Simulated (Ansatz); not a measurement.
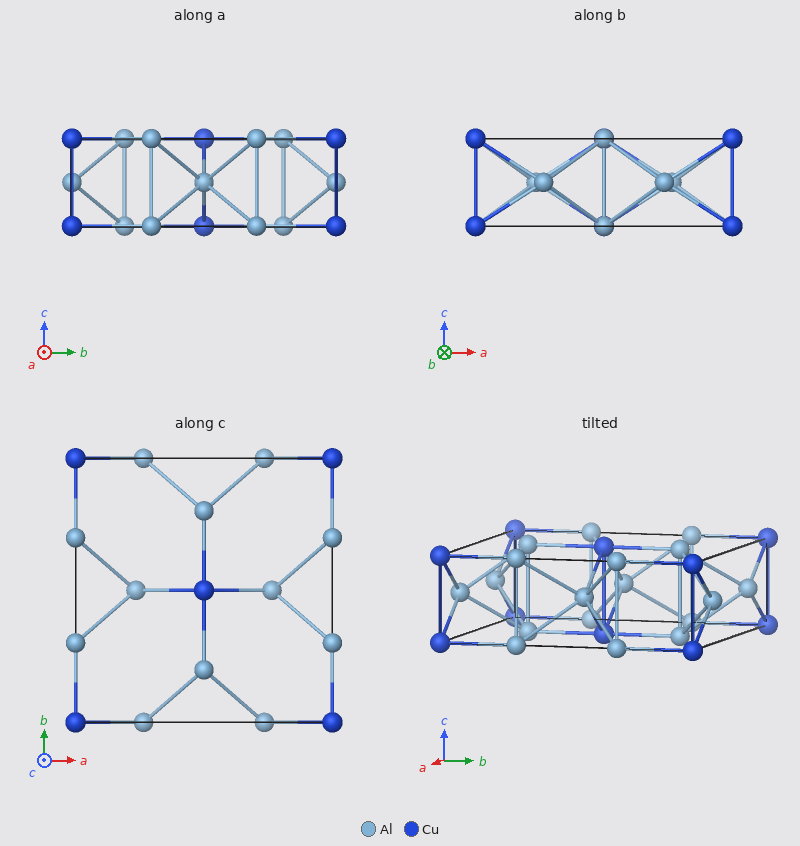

An orthographic ball-and-stick view of the structure, along the a axis, along the b axis, along the c axis and slightly off an axis. The parallelepiped is the conventional unit cell.

Lattice parameters: a = 7.9320 Å, b = 8.1547 Å, c = 2.7001 Å, α = 90.000°, β = 90.000°, γ = 90.000°.

Reconstruct the structure as a CIF in P1 with every atom of the cell, with free fractional coordinates to two decimals.

Answer.
```cif
data_structure
_symmetry_space_group_name_H-M 'P 1'
_symmetry_Int_Tables_number 1
_cell_length_a 7.9320
_cell_length_b 8.1547
_cell_length_c 2.7001
_cell_angle_alpha 90.000
_cell_angle_beta 90.000
_cell_angle_gamma 90.000
_cell_volume 174.65
loop_
_atom_site_label
_atom_site_type_symbol
_atom_site_fract_x
_atom_site_fract_y
_atom_site_fract_z
_atom_site_occupancy
Al1 Al 0.24 0.50 0.50 1
Al2 Al 0.76 0.50 0.50 1
Al3 Al 0.00 0.30 0.00 1
Al4 Al 0.00 0.70 0.00 1
Cu1 Cu 0.00 0.00 0.00 1
Al5 Al 0.74 0.00 0.50 1
Al6 Al 0.26 0.00 0.50 1
Al7 Al 0.50 0.80 0.00 1
Al8 Al 0.50 0.20 0.00 1
Cu2 Cu 0.50 0.50 0.00 1
```

Origin of the cell: a structure type filled with these elements by a generator (whether the compound takes this form wasn't checked). The geometry was optimised with DFT PBE, scalar-relativistic, plane waves, PAW (Ansatz).
